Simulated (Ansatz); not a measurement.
# SiGeHO (quartet): one geometry, many settings at a displaced geometry (v1)

Aim: run SiGeHO (quartet) at one geometry under a spread of methods and options, and see what each costs and gives.

Computed with Ansatz 0.2.0, Gaussian basis. Level: the settings change from run to run.

22 further runs of the same task are left out: 9 that didn't finish, 13 set aside as unsound or not needed.

## Step 1: The geometry

The geometry is a PBE0/def2-TZVP stationary point (not a proven minimum) with its atoms shifted at random (size 0.040 Å). No spin-orbit coupling is included. The filled d shell of Ge may be among the frozen orbitals whatever the setting's name suggests; the logs give the count.

4 atoms, charge 0, spin multiplicity 4.

Atoms are counted from 1 here; the program's logs count them from 0.

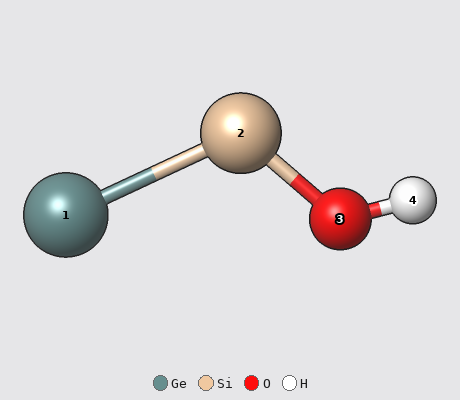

The structure; germanium teal, silicon light orange, oxygen red, hydrogen white; atoms are numbered from 1 in the order of the file.

## Step 2: BCCD on ROHF/6-31G

Contents of in.yaml:

```yaml
crystal:
  periodic: [false, false, false]
  atoms:
    - {symbol: Ge, position_ang: [-0.005730, -0.088822, 1.043476]}
    - {symbol: Si, position_ang: [-0.006563, 0.605532, -1.257973]}
    - {symbol: O, position_ang: [0.041401, -0.625962, -2.324928]}
    - {symbol: H, position_ang: [-0.061376, -0.535354, -3.244127]}
basis:
  gaussian: {orbitals: 6-31G}
magnetization: {spin_polarized: false, initial_magnetization: 3}
correlation: {method: bccd, electrons: outside_noble_gas}
output: {forces: true}
```

Started as:

```sh
$ ansatz run in.yaml --threads 1 --pin off --events-out ev --progress --plain --max-ram 2393MiB
```

The log of the run, shortened:

```text
Functional definition: HF
  name "HF"
  cite "Fock, Z. Phys. 61, 126 (1930) doi:10.1007/BF01340294"
  parent pbe
[...]
497 factors; integrals over basis functions are off by at most 3.6e-4 eV
[...]
mean field -66376.41800967 eV, -2439.2883703032 hartree, gradient 3.6e-6 eV, S^2 3.750000; 7 other end points of the search recorded, 0 dependent functions left out
[...]
determinant -66376.41800967 eV, -2439.2883703032 hartree, with singles and doubles -66382.18160483 eV, -2439.5001785189 hartree
determinant -66375.11106558 eV, -2439.2403409938 hartree, with singles and doubles -66380.53563399 eV, -2439.4396902062 hartree
determinant -66373.50385126 eV, -2439.1812769569 hartree, with singles and doubles -66379.58031723 eV, -2439.4045829626 hartree
determinant -66373.00830643 eV, -2439.1630660205 hartree, with singles and doubles -66379.20206723 eV, -2439.3906825316 hartree
20 core orbitals not correlated: weight in the atoms' cores, before any rotation towards them, 0.999 or more for the frozen orbitals, at most 0.000 for the correlated occupied ones
reference -66376.41800967 eV, -2439.2883703032 hartree; 9, 6 occupied and 24, 27 virtual orbitals, 497 factors
second order -5.22336267 eV of doubles, -0.05854149 eV of singles
cycle   1  -5.74022086 eV  change    2.3e-2 eV  update   1.4e-2
[...]
cycle  17  -5.73809678 eV  change    6.3e-8 eV  update   2.9e-7
[...]
Total energy: -66382.15610645 eV, -2439.4992414705 hartree
Atom 0 at    -0.005730    -0.088822     1.043476 Å, force     0.018670    -0.386844     0.894893 eV/Å
Atom 1 at    -0.006563     0.605532    -1.257973 Å, force    -0.073744     2.964436     1.503950 eV/Å
Atom 2 at     0.041401    -0.625962    -2.324928 Å, force     0.223022    -2.305656     0.061782 eV/Å
Atom 3 at    -0.061376    -0.535354    -3.244127 Å, force    -0.167948    -0.271936    -2.460626 eV/Å
Dipole moment:    -0.055482     0.255947    -0.508506 e Å
```

Wall time 7.5 s (1 thread of Arm Neoverse V2, shared host).

From the report: correlation -5.7381 eV; largest double amplitude 0.11.

## Step 3: MP2 on UHF/6-31G*

in.yaml, as its differences from that of step 2:

```diff
@@ -8,5 +8,5 @@
 basis:
-  gaussian: {orbitals: 6-31G}
-magnetization: {spin_polarized: false, initial_magnetization: 3}
-correlation: {method: bccd, electrons: outside_noble_gas}
+  gaussian: {orbitals: "6-31G*"}
+magnetization: {spin_polarized: true, initial_magnetization: 3}
+correlation: {method: mp2, electrons: outside_noble_gas}
 output: {forces: true}
```

The command is unchanged.

The log of the run, shortened:

```text
Functional definition: HF
  name "HF"
  cite "Fock, Z. Phys. 61, 126 (1930) doi:10.1007/BF01340294"
  parent pbe
[...]
633 factors; integrals over basis functions are off by at most 1.1e-3 eV
[...]
mean field -66379.58209564 eV, -2439.4046483178 hartree, gradient 2.3e-6 eV, S^2 3.772416; 4 other end points of the search recorded, 0 dependent functions left out
20 core orbitals not correlated: weight in the atoms' cores, before any rotation towards them, 1.000 or more for the frozen orbitals, at most 0.000 for the correlated occupied ones
reference -66379.58209564 eV, -2439.4046483178 hartree; 9, 6 occupied and 42, 45 virtual orbitals, 633 factors
second order -8.17856616 eV of doubles, -0.00000000 eV of singles
[...]
Total energy: -66387.76066179 eV, -2439.7052050805 hartree
Atom 0 at    -0.005730    -0.088822     1.043476 Å, force     0.018040    -0.132788     0.109693 eV/Å
Atom 1 at    -0.006563     0.605532    -1.257973 Å, force    -0.054319     0.978919     0.334377 eV/Å
Atom 2 at     0.041401    -0.625962    -2.324928 Å, force     0.278240    -1.220075     1.953644 eV/Å
Atom 3 at    -0.061376    -0.535354    -3.244127 Å, force    -0.241961     0.373944    -2.397714 eV/Å
Dipole moment:    -0.042710     0.146403    -0.643720 e Å
```

Run time: 3.3 s. Hardware: 1 thread of Arm Neoverse V2, shared host.

From the report: ⟨S²⟩ of the determinant 3.772 (pure quartet: 3.75).

## Step 4: HF/cc-pVDZ

in.yaml, as its differences from that of step 3:

```diff
@@ -8,5 +8,7 @@
 basis:
-  gaussian: {orbitals: "6-31G*"}
-magnetization: {spin_polarized: true, initial_magnetization: 3}
-correlation: {method: mp2, electrons: outside_noble_gas}
-output: {forces: true}
+  gaussian: {orbitals: cc-pVDZ}
+magnetization: {spin_polarized: false, initial_magnetization: 3}
+hamiltonian: {xc: hf}
+accuracy: high
+scf: {lower_state_search: light}
+output: {forces: true, orbitals: {seedname: orbitals}}
```

Launched as before.

The log of the run, shortened:

```text
Functional definition: HF
  name "HF"
  cite "Fock, Z. Phys. 61, 126 (1930) doi:10.1007/BF01340294"
  parent pbe
[...]
1291 factors; integrals over basis functions are off by at most 4.4e-9 eV
[...]
mean field -66386.97202458 eV, -2439.6762231974 hartree, gradient 3.2e-8 eV, S^2 3.750000; 2 other end points of the search recorded, 0 dependent functions left out
[...]
reference -66386.97202458 eV, -2439.6762231974 hartree; 29, 26 occupied and 35, 38 virtual orbitals, 1291 factors
Total energy: -66386.97202458 eV, -2439.6762231974 hartree
Atom 0 at    -0.005730    -0.088822     1.043476 Å, force     0.016066    -0.145008     0.323763 eV/Å
Atom 1 at    -0.006563     0.605532    -1.257973 Å, force    -0.049053     0.999616     0.272287 eV/Å
Atom 2 at     0.041401    -0.625962    -2.324928 Å, force     0.120999    -1.035997     0.483956 eV/Å
Atom 3 at    -0.061376    -0.535354    -3.244127 Å, force    -0.088012     0.181389    -1.080005 eV/Å
Dipole moment:    -0.041556     0.193598    -0.625448 e Å
```

Run time: 4.3 s. Hardware: 1 thread of Arm Neoverse V2, shared host.

## Step 5: BCCD(T) on UHF/cc-pVDZ

Contents of in.yaml:

```yaml
crystal:
  periodic: [false, false, false]
  atoms:
    - {symbol: Ge, position_ang: [-0.005730, -0.088822, 1.043476]}
    - {symbol: Si, position_ang: [-0.006563, 0.605532, -1.257973]}
    - {symbol: O, position_ang: [0.041401, -0.625962, -2.324928]}
    - {symbol: H, position_ang: [-0.061376, -0.535354, -3.244127]}
basis:
  gaussian: {orbitals: cc-pVDZ, fitting: {mean_field: def2-universal-jkfit}}
magnetization: {spin_polarized: true, initial_magnetization: 3}
correlation: {method: bccd_t, electrons: outside_noble_gas}
accuracy: high
scf: {lower_state_search: full}
```

Launched as before.

The log of the run, shortened:

```text
Functional definition: HF
  name "HF"
  cite "Fock, Z. Phys. 61, 126 (1930) doi:10.1007/BF01340294"
  parent pbe
[...]
489 factors; integrals over basis functions are off by at most 1.8e-1 eV
[...]
mean field -66387.11415984 eV, -2439.6814465719 hartree, gradient 1.6e-8 eV, S^2 3.773716; 14 other end points of the search recorded, 0 dependent functions left out
determinant -66387.11415984 eV, -2439.6814465719 hartree, with singles and doubles -66396.42839469 eV, -2440.0237383892 hartree
determinant -66385.80342581 eV, -2439.6332779850 hartree, with singles and doubles -66394.68410043 eV, -2439.9596367576 hartree
determinant -66384.73209543 eV, -2439.5939073196 hartree, with singles and doubles -66393.70458218 eV, -2439.9236401260 hartree
determinant -66384.11145382 eV, -2439.5710991609 hartree, with singles and doubles -66393.06185755 eV, -2439.9000204314 hartree
determinant -66384.07380451 eV, -2439.5697155746 hartree, with singles and doubles -66393.68881745 eV, -2439.9230607827 hartree
20 core orbitals not correlated: weight in the atoms' cores, before any rotation towards them, 1.000 or more for the frozen orbitals, at most 0.000 for the correlated occupied ones
reference -66387.11415984 eV, -2439.6814465719 hartree; 9, 6 occupied and 35, 38 virtual orbitals, 489 factors
second order -8.50344616 eV of doubles, -0.00000000 eV of singles
cycle   1  -9.28651404 eV  change    2.8e-2 eV  update   1.3e-2
[...]
cycle  28  -9.28676884 eV  change  -3.8e-10 eV  update   1.5e-9
perturbative correction -0.33274811 eV, -0.0122282674 hartree
Total energy: -66396.73367678 eV, -2440.0349572993 hartree
```

It took 15 s on 1 thread of Arm Neoverse V2, shared host.

From the report: ⟨S²⟩ of the determinant 3.774 (pure quartet: 3.75); correlation -9.6195 eV; largest double amplitude 0.09.

## Step 6: CCSDT/STO-3G

Contents of in.yaml:

```yaml
crystal:
  periodic: [false, false, false]
  atoms:
    - {symbol: Ge, position_ang: [-0.005730, -0.088822, 1.043476]}
    - {symbol: Si, position_ang: [-0.006563, 0.605532, -1.257973]}
    - {symbol: O, position_ang: [0.041401, -0.625962, -2.324928]}
    - {symbol: H, position_ang: [-0.061376, -0.535354, -3.244127]}
basis:
  gaussian: {orbitals: STO-3G}
magnetization: {spin_polarized: false, initial_magnetization: 3}
hamiltonian: {xc: {name: B3LYP}}
correlation: {method: ccsdt, electrons: outside_noble_gas}
scf: {lower_state_search: full}
```

Same command.

The log of the run, shortened:

```text
Functional definition: B3LYP
  name "B3LYP"
  cite "Stephens, Devlin, Chabalowski & Frisch, J. Phys. Chem. 98, 11623 (1994) doi:10.1021/j100096a001"
  cite "Becke, Phys. Rev. A 38, 3098 (1988) doi:10.1103/PhysRevA.38.3098"
  cite "Lee, Yang & Parr, Phys. Rev. B 37, 785 (1988) doi:10.1103/PhysRevB.37.785"
  cite "Vosko, Wilk & Nusair, Can. J. Phys. 58, 1200 (1980) doi:10.1139/p80-159"
[...]
486 factors; integrals over basis functions are off by at most 6.0e-8 eV
[...]
mean field -65681.68061830 eV, -2413.7572420804 hartree, gradient 2.9e-6 eV, S^2 3.750000; 11 other end points of the search recorded, 0 dependent functions left out
[...]
20 core orbitals not correlated, not the lowest: weight in the atoms' cores, before any rotation towards them, 0.617 or more for the frozen orbitals, at most 0.073 for the correlated occupied ones
reference -65622.21858751 eV, -2411.5720527537 hartree; 9, 6 occupied and 4, 7 virtual orbitals, 486 factors
second order -2.63457907 eV of doubles, -0.41755281 eV of singles
cycle   1  -2.87517642 eV  change    1.5e-1 eV  update   1.5e-1
[...]
cycle  21  -3.55006263 eV  change    5.6e-7 eV  update   1.1e-6
WARN: the results are in doubt because among natural orbitals the method converges to other amplitudes
Total energy: -65625.76865014 eV, -2411.7025151489 hartree
In doubt: among natural orbitals the method converges to other amplitudes
```

Wall time 10 s (1 thread of Arm Neoverse V2, shared host).

From the report: correlation -3.5501 eV; T1 0.058; largest double amplitude 0.12. The orbitals are Kohn-Sham ones, so correlation energy and T1 don't compare with those on Hartree-Fock orbitals. The program marks this result as in doubt; its last lines say why.

## Step 7: CCSD on UHF/cc-pVDZ

Contents of in.yaml:

```yaml
crystal:
  periodic: [false, false, false]
  atoms:
    - {symbol: Ge, position_ang: [-0.005730, -0.088822, 1.043476]}
    - {symbol: Si, position_ang: [-0.006563, 0.605532, -1.257973]}
    - {symbol: O, position_ang: [0.041401, -0.625962, -2.324928]}
    - {symbol: H, position_ang: [-0.061376, -0.535354, -3.244127]}
basis:
  gaussian: {orbitals: cc-pVDZ}
magnetization: {spin_polarized: true, initial_magnetization: 3}
correlation: {method: ccsd, electrons: valence, diis_vectors: 12}
```

Same command.

The log of the run, shortened:

```text
Functional definition: HF
  name "HF"
  cite "Fock, Z. Phys. 61, 126 (1930) doi:10.1007/BF01340294"
  parent pbe
[...]
686 factors; integrals over basis functions are off by at most 1.2e-3 eV
[...]
mean field -66387.11689014 eV, -2439.6815469087 hartree, gradient 2.7e-6 eV, S^2 3.773714; 7 other end points of the search recorded, 0 dependent functions left out
determinant -66387.11689014 eV, -2439.6815469087 hartree, with singles and doubles -66396.88181506 eV, -2440.0404012807 hartree
determinant -66385.80613374 eV, -2439.6333774994 hartree, with singles and doubles -66395.13055695 eV, -2439.9760437322 hartree
determinant -66384.73491776 eV, -2439.5940110382 hartree, with singles and doubles -66394.15611319 eV, -2439.9402335845 hartree
determinant -66384.07639543 eV, -2439.5698107888 hartree, with singles and doubles -66394.13852550 eV, -2439.9395872487 hartree
15 core orbitals not correlated: weight in the atoms' cores, before any rotation towards them, 1.000 or more for the frozen orbitals, at most 0.000 for the correlated occupied ones
reference -66387.11689014 eV, -2439.6815469087 hartree; 14, 11 occupied and 35, 38 virtual orbitals, 686 factors
second order -8.97437636 eV of doubles, -0.00000000 eV of singles
cycle   1  -9.76513904 eV  change   -2.1e-4 eV  update   1.5e-3
[...]
cycle   8  -9.76540511 eV  change    2.2e-5 eV  update   1.3e-5
Total energy: -66396.88229525 eV, -2440.0404189272 hartree
```

It took 12 s on 1 thread of Arm Neoverse V2, shared host.

From the report: ⟨S²⟩ of the determinant 3.774 (pure quartet: 3.75); correlation -9.7654 eV; T1 0.018; largest double amplitude 0.09.

## Step 8: CCSD on ROHF/STO-3G

in.yaml, as its differences from that of step 7:

```diff
@@ -8,4 +8,6 @@
 basis:
-  gaussian: {orbitals: cc-pVDZ}
-magnetization: {spin_polarized: true, initial_magnetization: 3}
-correlation: {method: ccsd, electrons: valence, diis_vectors: 12}
+  gaussian: {orbitals: STO-3G}
+magnetization: {spin_polarized: false, initial_magnetization: 3}
+correlation: {method: ccsd, electrons: valence}
+accuracy: high
+output: {forces: true}
```

Launched as before.

The log of the run, shortened:

```text
Functional definition: HF
  name "HF"
  cite "Fock, Z. Phys. 61, 126 (1930) doi:10.1007/BF01340294"
  parent pbe
[...]
500 factors; integrals over basis functions are off by at most 5.2e-9 eV
[...]
mean field -65624.16752022 eV, -2411.6436747099 hartree, gradient 2.8e-8 eV, S^2 3.750000; 7 other end points of the search recorded, 0 dependent functions left out
[...]
determinant -65624.16752022 eV, -2411.6436747099 hartree, with singles and doubles -65627.03223331 eV, -2411.7489509739 hartree
determinant -65622.76201440 eV, -2411.5920233235 hartree, with singles and doubles -65625.25859485 eV, -2411.6837709629 hartree
determinant -65620.87035440 eV, -2411.5225061008 hartree, with singles and doubles -65624.31230490 eV, -2411.6489954485 hartree
15 core orbitals not correlated: weight in the atoms' cores, before any rotation towards them, 1.000 or more for the frozen orbitals, at most 0.000 for the correlated occupied ones
reference -65624.16752022 eV, -2411.6436747099 hartree; 14, 11 occupied and 4, 7 virtual orbitals, 500 factors
second order -2.17439791 eV of doubles, -0.04653477 eV of singles
cycle   1  -2.86697569 eV  change   -2.3e-3 eV  update   5.6e-3
[...]
cycle  27  -2.87452954 eV  change    1.5e-9 eV  update   2.3e-9
[...]
Total energy: -65627.04204976 eV, -2411.7493117219 hartree
Atom 0 at    -0.005730    -0.088822     1.043476 Å, force     0.045629    -0.185867    -1.254704 eV/Å
Atom 1 at    -0.006563     0.605532    -1.257973 Å, force    -0.150461     1.616638     0.749883 eV/Å
Atom 2 at     0.041401    -0.625962    -2.324928 Å, force     0.711029    -2.860350     5.634484 eV/Å
Atom 3 at    -0.061376    -0.535354    -3.244127 Å, force    -0.606197     1.429580    -5.129663 eV/Å
Dipole moment:    -0.034318     0.198129    -0.605298 e Å
```

Run time: 3.9 s. Hardware: 1 thread of Arm Neoverse V2, shared host.

From the report: correlation -2.8745 eV; T1 0.031; largest double amplitude 0.15.

## Step 9: BCCD on UHF/cc-pVDZ

in.yaml, as its differences from that of step 8:

```diff
@@ -8,5 +8,5 @@
 basis:
-  gaussian: {orbitals: STO-3G}
-magnetization: {spin_polarized: false, initial_magnetization: 3}
-correlation: {method: ccsd, electrons: valence}
+  gaussian: {orbitals: cc-pVDZ}
+magnetization: {spin_polarized: true, initial_magnetization: 3}
+correlation: {method: bccd, electrons: outside_noble_gas, diis_vectors: 1}
 accuracy: high
```

Launched as before.

The log of the run, shortened:

```text
Functional definition: HF
  name "HF"
  cite "Fock, Z. Phys. 61, 126 (1930) doi:10.1007/BF01340294"
  parent pbe
[...]
1291 factors; integrals over basis functions are off by at most 4.4e-9 eV
[...]
mean field -66387.11702213 eV, -2439.6815517592 hartree, gradient 2.4e-8 eV, S^2 3.773713; 8 other end points of the search recorded, 0 dependent functions left out
determinant -66387.11702213 eV, -2439.6815517592 hartree, with singles and doubles -66396.42957675 eV, -2440.0237818290 hartree
determinant -66385.80627920 eV, -2439.6333828449 hartree, with singles and doubles -66394.68539140 eV, -2439.9596841998 hartree
determinant -66384.73507473 eV, -2439.5940168067 hartree, with singles and doubles -66393.70594014 eV, -2439.9236900301 hartree
determinant -66384.11410218 eV, -2439.5711964864 hartree, with singles and doubles -66393.06310358 eV, -2439.9000662220 hartree
[...]
20 core orbitals not correlated: weight in the atoms' cores, before any rotation towards them, 1.000 or more for the frozen orbitals, at most 0.000 for the correlated occupied ones
reference -66387.11702213 eV, -2439.6815517592 hartree; 9, 6 occupied and 35, 38 virtual orbitals, 1291 factors
second order -8.50252279 eV of doubles, -0.00000000 eV of singles
cycle   1  -9.28481624 eV  change    2.8e-2 eV  update   1.3e-2
[...]
cycle  55  -9.28506912 eV  change   6.6e-10 eV  update   1.8e-9
[...]
Total energy: -66396.40209125 eV, -2440.0227717557 hartree
Atom 0 at    -0.005730    -0.088822     1.043476 Å, force     0.017716    -0.209334     0.360863 eV/Å
Atom 1 at    -0.006563     0.605532    -1.257973 Å, force    -0.077352     1.614146     0.551162 eV/Å
Atom 2 at     0.041401    -0.625962    -2.324928 Å, force     0.265203    -1.763003     1.126811 eV/Å
Atom 3 at    -0.061376    -0.535354    -3.244127 Å, force    -0.205567     0.358191    -2.038835 eV/Å
Dipole moment:    -0.039039     0.133957    -0.572483 e Å
```

Wall time 39 s (1 thread of Arm Neoverse V2, shared host); peak memory 0.46 GiB.

From the report: ⟨S²⟩ of the determinant 3.774 (pure quartet: 3.75); correlation -9.2851 eV; largest double amplitude 0.09.

## Step 10: All runs side by side

Where basis and cores are those of an earlier UCCSDT(Q)/cc-pVDZ run (-66396.8044 eV), and the state is the same kind, the miss against it is given. † marks a result that the program doubts.

```
                             level         correlated  functions  energy (eV)  from UCCSDT(Q) (meV)   time
                BCCD on ROHF/6-31G  outside noble gas         53  -66382.1561                        7.5 s
                 MP2 on UHF/6-31G*  outside noble gas         71  -66387.7607                        3.3 s
                        HF/cc-pVDZ                            64  -66386.9720                9832.4  4.3 s
            BCCD(T) on UHF/cc-pVDZ  outside noble gas         64  -66396.7337                  70.7   15 s
CCSDT/STO-3G (on B3LYP orbitals) †  outside noble gas         33  -65625.7687                         10 s
               CCSD on UHF/cc-pVDZ            valence         64  -66396.8823                         12 s
               CCSD on ROHF/STO-3G            valence         33  -65627.0420                        3.9 s
               BCCD on UHF/cc-pVDZ  outside noble gas         64  -66396.4021                 402.3   39 s
```

## Step 11: What came out

```
quantity                      value
    runs                          8
quickest   MP2 on UHF/6-31G*, 3.3 s
 slowest  BCCD on UHF/cc-pVDZ, 39 s
```

**Reading.** Total energies in different bases, with other cores or another treatment of relativity can't be set against each other. BCCD on UHF/cc-pVDZ took 12 times as long as MP2 on UHF/6-31G*; the jobs differ in more than the method. Among the correlated runs with a miss given, it spans +71 to +402 meV. Hartree-Fock, CASSCF and CASCI lack dynamic correlation by design.
